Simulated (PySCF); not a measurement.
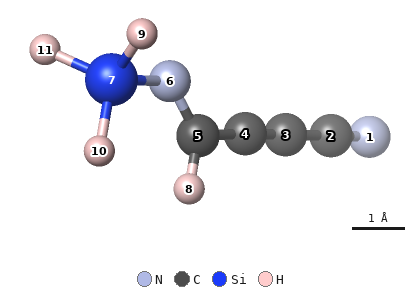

Figure 1. The input geometry (ball-and-stick view, seen at a tilt; atoms are numbered from 1 in the order of the input).

# NMR shielding calculation, with input and output: C$_{4}$H$_{4}$N$_{2}$Si

The run: NMR shielding calculation of C$_{4}$H$_{4}$N$_{2}$Si. Method and program: GIAO PBE0/STO-3G NMR shielding, non-relativistic, gas phase (PySCF 2.14.0).

The geometry comes from this level: PBE0-D3(BJ)/def2-SVP. Figures and captions count atoms from 1; the log counts them from 0 in places.

The program's output:
```
coarse grid: 10576 points
cycle   1  E = -546.4923327893  dE =  1.104e+00  |g| = 6.855e-01  |ddm| = 4.996e+00
cycle   2  E = -546.0408002733  dE =  4.515e-01  |g| = 1.422e+00  |ddm| = 2.295e+00
cycle   3  E = -546.6332556146  dE = -5.925e-01  |g| = 1.303e-01  |ddm| = 1.604e+00
cycle   4  E = -546.6366235476  dE = -3.368e-03  |g| = 7.913e-02  |ddm| = 2.256e-01
cycle   5  E = -546.6383402738  dE = -1.717e-03  |g| = 1.708e-02  |ddm| = 1.003e-01
cycle   6  E = -546.6384331197  dE = -9.285e-05  |g| = 4.097e-03  |ddm| = 2.370e-02
cycle   7  E = -546.6384370430  dE = -3.923e-06  |g| = 1.741e-03  |ddm| = 5.172e-03
final grid: 100232 points
cycle   8  E = -546.6106768558  dE = -3.157e-06  |g| = 3.391e-03  |ddm| = 1.105e-02
cycle   9  E = -546.6106654031  dE =  1.145e-05  |g| = 7.276e-03  |ddm| = 1.102e-02
cycle  10  E = -546.6106801613  dE = -1.476e-05  |g| = 6.494e-04  |ddm| = 7.653e-03
cycle  11  E = -546.6106802982  dE = -1.369e-07  |g| = 1.875e-04  |ddm| = 1.065e-03
cycle  12  E = -546.6106803093  dE = -1.105e-08  |g| = 4.620e-05  |ddm| = 2.781e-04
cycle  13  E = -546.6106803098  dE = -5.178e-10  |g| = 1.492e-05  |ddm| = 5.518e-05
```

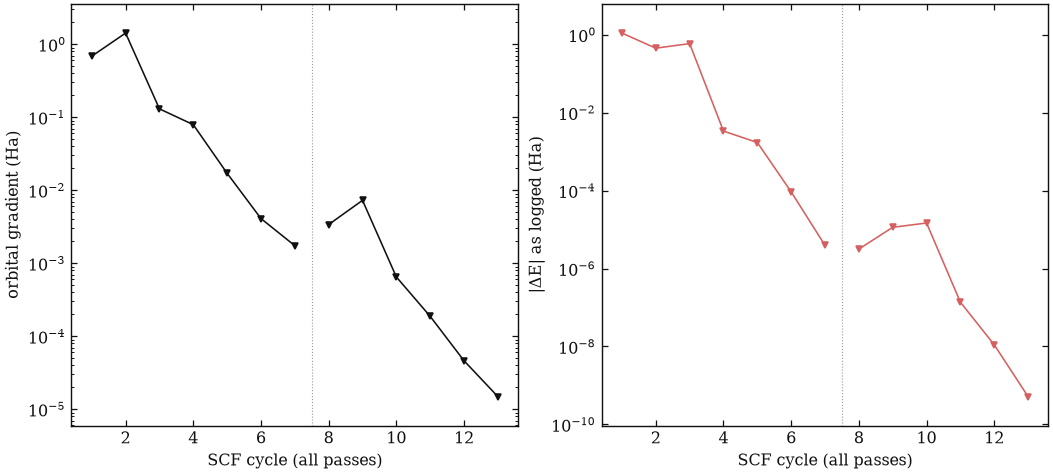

Figure 2. Convergence of the self-consistent field: orbital gradient and size of the energy change against the SCF cycle. The dotted line marks the change from a coarse to the final integration grid. The first 7 cycles use a coarse grid, the final grid takes over at cycle 8, and the field converges after 13 cycles in all.

```
converged SCF energy = -546.6106803098

GIAO shielding tensors (ppm)
atom      isotropic    diamagn.    paramagn.     s11        s22        s33       span
  0 N       60.890     319.269    -258.380    -66.550    -57.749    306.968    373.519
  1 C      146.903     265.487    -118.584     76.746     76.981    286.981    210.235
  2 C      169.979     264.584     -94.605    134.420    143.278    232.240     97.820
  3 C      175.416     263.833     -88.418    115.061    115.701    295.485    180.424
  4 C      119.930     253.366    -133.435     27.279    156.227    176.285    149.006
  5 N      -71.114     316.912    -388.026   -602.092     -2.435    391.184    993.276
  6 Si     563.045     867.302    -304.257    508.373    554.863    625.900    117.527
  7 H       24.997      30.567      -5.570     23.279     23.557     28.155      4.876
  8 H       29.235      29.763      -0.528     25.764     27.622     34.320      8.556
  9 H       29.663      30.054      -0.391     26.650     27.204     35.136      8.487
 10 H       29.239      29.638      -0.399     25.764     27.620     34.334      8.570
```

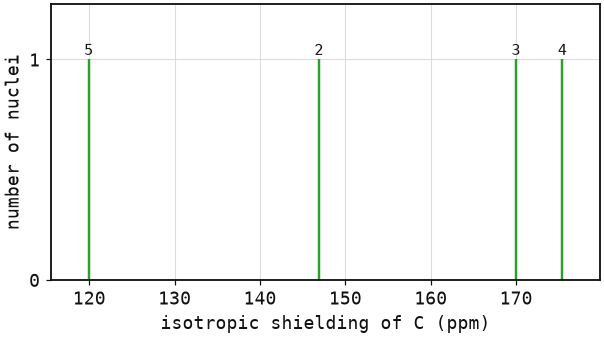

Figure 3. Isotropic shieldings of the carbon nuclei in this fixed geometry, labelled by atom number; shielding grows to the right, so chemical shift grows to the left. The least shielded is C5 (119.9 ppm), the most shielded C4 (175.4 ppm).

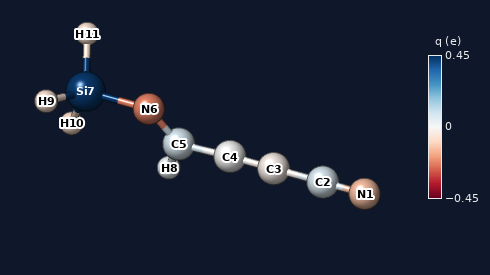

Figure 4. Hirshfeld charges, as the colour of each atom (ball-and-stick view, seen at a tilt; atoms are numbered from 1 in the order of the input). By element: N −0.22 to −0.14, C −0.03 to +0.07, Si +0.43 and H −0.08 to +0.02 e.

The run was set up as follows.

The input:
```
{"job": {"kind": "nmr", "xc": "PBE0", "basis": "STO-3G", "pop": true}, "charge": 0, "multiplicity": 1}
N      5.119801     1.271667    -0.040883
C      4.034705     0.856678     0.011880
C      2.756170     0.360420     0.077800
C      1.620675    -0.076753     0.135660
C      0.304233    -0.645344     0.230590
N     -0.726495    -0.015184    -0.154195
Si    -2.368058    -0.645667    -0.071107
H      0.288959    -1.668746     0.665029
H     -3.163536     0.290652     0.770223
H     -2.402104    -2.024835     0.518139
H     -2.907387    -0.668128    -1.458927
```

The first line tells a small driver script what to run in PySCF; the rest is the geometry in Å.

Run as:
```bash
OMP_NUM_THREADS=1 python <driver script> task.json out
```

Summary:

- outcome: converged
- total energy: −546.610680 hartree
- HOMO: −5.09 eV
- LUMO: 0.28 eV
- dipole moment: 4.86 D
- isotropic shielding, N: −71.1 to 60.9 ppm
- isotropic shielding, C: 119.9 to 175.4 ppm
- isotropic shielding, Si: 563.0 ppm
- isotropic shielding, H: 25.0 to 29.7 ppm
- hardware: 1 CPU thread, shared host
- wall time: 3.6 s
- peak memory: 0.34 GiB
